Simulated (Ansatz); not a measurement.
The starting structures come from a database of crystals and need not be the phases stable at ambient conditions.

 Where the default PAW files enter, the runs use the earlier of Ansatz's two default sets.

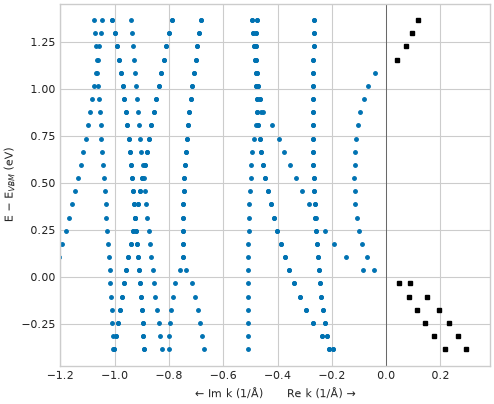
Fig. 1. Complex bands at the centre of the two-dimensional zone; PBEsol in Ansatz (a quantum-chemistry and plane-wave program)

The gap is the functional's own. No spin-orbit coupling. Mid-gap values are interpolated on the energy grid.

This is AgI (P4/nmm, not sure to be the ambient phase, 4 atoms a cell, 30.1 Å³ an atom) along the normal of (111). Read off the slowest decay at the centre of the two-dimensional zone at 0.59 eV, the computed energy nearest the middle of the gap.

κ ≈ 0.12 1/Å, a decay length 1/(2κ) of the density of 4.3 Å.
